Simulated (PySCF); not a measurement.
# C2H7NO2Si: the cost of one run

Programs: PySCF 2.14.0, with density-fitted response routines of our own. Each step states its level of theory. These are calculated values for one molecule in the gas phase, unless marked as measured. Atoms are numbered from 0 throughout.

**1. Starting geometry**

13 atoms, charge 0, multiplicity 1; geometry from: GFN2-xTB. The atoms were then displaced at random by about 0.01 Å, so the start is not that level's minimum.

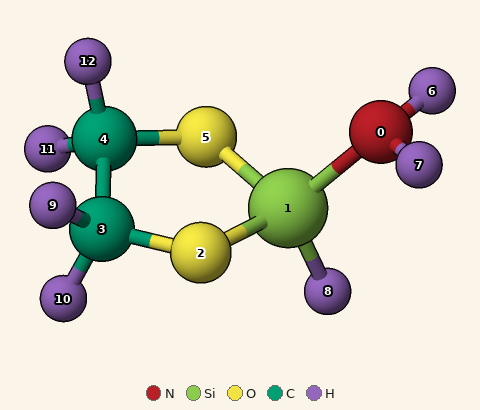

As it starts; nitrogen red, silicon green, oxygen yellow, carbon teal, hydrogen purple, atoms numbered.

**2. Optimising the geometry at PBE0-D3(BJ)/def2-SVP**

What the job is given:

```
{"job": {"xc": "PBE0", "basis": "def2-SVP", "d3": "d3bj", "grid": 1, "shake": 0.01, "kind": "geom"}, "charge": 0, "multiplicity": 1}
N      2.102990     0.144780     1.030440
Si     1.019050     0.176920    -0.331980
O      0.107610    -1.192280    -0.311390
C     -1.201850    -0.889630    -0.377740
C     -1.429290     0.576430     0.024290
O     -0.211880     1.249950    -0.148110
H      2.613360     1.011350     1.200950
H      2.702450    -0.622930     1.122110
H      1.597570     0.411560    -1.631770
H     -1.782760    -1.569960     0.299300
H     -1.586900    -1.050590    -1.394530
H     -2.183140     1.071900    -0.571320
H     -1.741390     0.665610     1.079430
```

The run is started by

```sh
OMP_NUM_THREADS=1 python probes_run.py task.json out
```

The driver reads the jobs from task.json and runs them one after another.

**Question.** How long does this first job take on 1 thread of Arm Neoverse V2, shared host, and how much memory does it need?

About 1.7 min, with a peak of 0.52 GiB.
